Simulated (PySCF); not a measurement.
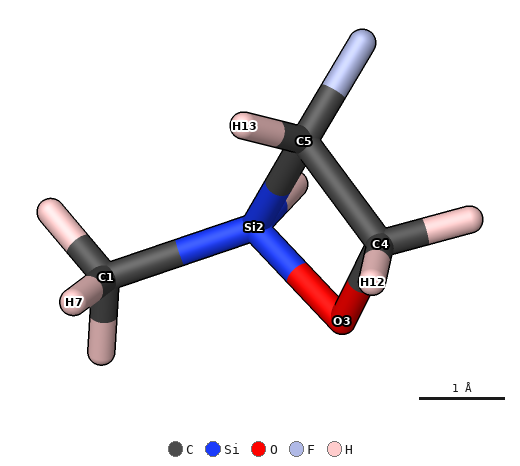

**Figure 1.** The input geometry (stick view, seen at a tilt; atoms are numbered from 1 in the order of the input).

## Core-level calculation, with input and output: C₃H₇FOSi

The run: core-level calculation of C₃H₇FOSi. Method and program: delta-SCF UKS PBE0, pcX-2 on the ionised atom, pcseg-1 elsewhere, spin-free X2C (PySCF 2.14.0).

Figures and captions count atoms from 1; the log counts them from 0 in places.

What the program printed:
```
ground state, core basis on atom 0 (C), 154 functions
  cycle   1  E = -583.22240012  |g| = 7.39e-01
  cycle   2  E = -583.06149499  |g| = 1.18e+00
  cycle   3  E = -583.32581099  |g| = 1.15e-01
  cycle   4  E = -583.32817448  |g| = 4.72e-02
  cycle   5  E = -583.32861647  |g| = 9.61e-03
  cycle   6  E = -583.32863147  |g| = 3.90e-03
  cycle   7  E = -583.32863502  |g| = 3.12e-04
  E(ground) = -583.32912362 Eh
hole in C 1s of atom 0
  cycle   1  E = -572.10674880  |g| = 1.51e+00
  cycle   2  E = -571.78971448  |g| = 1.56e+00
  cycle   3  E = -572.63673271  |g| = 2.59e-01
[... 6 cycles left out ...]
  E(ion) = -572.66548853 Eh   <S^2> = 0.7626   hole on atom = 1.000   binding energy = 290.172 eV
ground state, core basis on atom 1 (Si), 165 functions
[... 6 cycles left out ...]
  E(ground) = -583.40458642 Eh
hole in Si 1s of atom 1
[... 9 cycles left out ...]
  E(ion) = -515.60283088 Eh   <S^2> = 0.7519   hole on atom = 1.000   binding energy = 1844.980 eV
hole in Si 2p of atom 1
[... 9 cycles left out ...]
  E(ion) = -579.46555976 Eh   <S^2> = 0.7534   hole on atom = 1.002   binding energy = 107.186 eV
  2p3/2 = 106.934 eV   2p1/2 = 107.553 eV
ground state, core basis on atom 2 (O), 154 functions
[... 6 cycles left out ...]
  E(ground) = -583.36152366 Eh
hole in O 1s of atom 2
[... 9 cycles left out ...]
  E(ion) = -563.62724034 Eh   <S^2> = 0.7590   hole on atom = 1.000   binding energy = 536.997 eV
ground state, core basis on atom 3 (C), 154 functions
[... 5 cycles left out ...]
  E(ground) = -583.33379903 Eh
hole in C 1s of atom 3
[... 10 cycles left out ...]
  E(ion) = -572.60957319 Eh   <S^2> = 0.7665   hole on atom = 1.000   binding energy = 291.821 eV
ground state, core basis on atom 4 (C), 154 functions
[... 5 cycles left out ...]
  E(ground) = -583.33583578 Eh
hole in C 1s of atom 4
[... 11 cycles left out ...]
  E(ion) = -572.60898082 Eh   <S^2> = 0.7660   hole on atom = 1.000   binding energy = 291.893 eV
ground state, core basis on atom 5 (F), 154 functions
[... 5 cycles left out ...]
  cycle   6  E = -583.38072691  |g| = 1.66e-04
  E(ground) = -583.38108629 Eh
hole in F 1s of atom 5
  cycle   1  E = -557.06531149  |g| = 2.60e+00
  cycle   2  E = -557.01998710  |g| = 2.10e+00
  cycle   3  E = -557.90679039  |g| = 4.09e-01
  cycle   4  E = -557.92516495  |g| = 3.31e-01
  cycle   5  E = -557.96918024  |g| = 5.38e-02
  cycle   6  E = -557.97016972  |g| = 1.85e-02
  cycle   7  E = -557.97032509  |g| = 2.50e-03
  cycle   8  E = -557.97032782  |g| = 7.54e-04
  cycle   9  E = -557.97032821  |g| = 2.41e-04
  E(ion) = -557.97044703 Eh   <S^2> = 0.7556   hole on atom = 1.000   binding energy = 691.459 eV
```

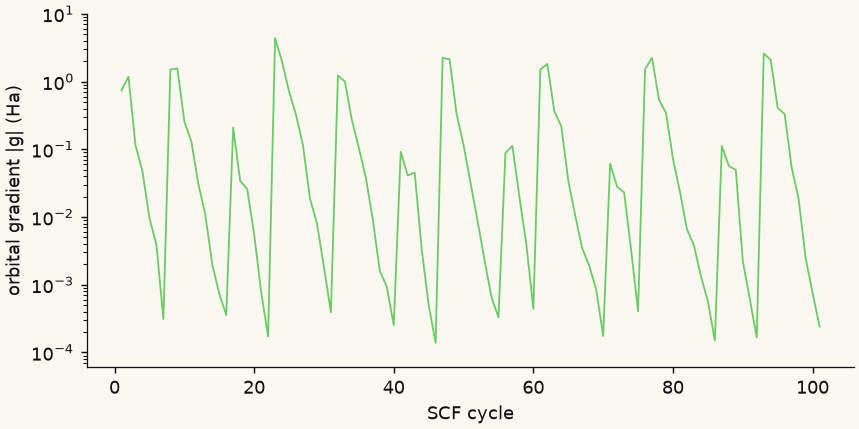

**Figure 2.** Convergence of the self-consistent field: orbital gradient |g| against the SCF cycle. All cycles printed in the log are drawn one after another.

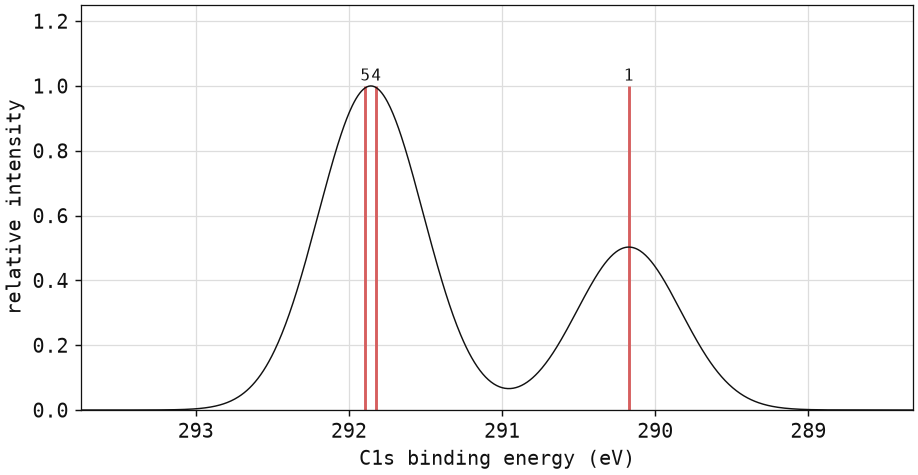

**Figure 3.** C1s binding energies by ΔSCF of the atoms computed, labelled by atom number, with a Gaussian envelope of 0.8 eV full width. They run from 290.17 eV (atom 1) to 291.89 eV (atom 5).

This output came from the following input.

The input:
```
{"job": {"kind": "xps", "xc": "PBE0"}, "charge": 0, "multiplicity": 1}
C      1.941078     0.203815     1.093671
Si     0.711739    -0.580670    -0.062511
O      0.239339     0.430527    -1.342389
C     -1.161330     0.335567    -1.054401
C     -1.166815    -0.462482     0.265154
F     -1.911586    -1.616140     0.212144
H      1.563936     1.161125     1.483015
H      2.166430    -0.461328     1.941851
H      2.885188     0.399651     0.560322
H      1.172213    -1.934159    -0.492773
H     -1.701429    -0.232271    -1.832705
H     -1.603087     1.344226    -0.983266
H     -1.501684     0.132878     1.131242
```

The first line tells a small driver script what to run in PySCF; the rest is the geometry in Å.

Launch command:
```bash
OMP_NUM_THREADS=1 python <driver script> task.json out
```

Results in brief:

- outcome: converged
- hardware: 1 CPU thread, shared host
- wall time: 72 s
- peak memory: 0.65 GiB
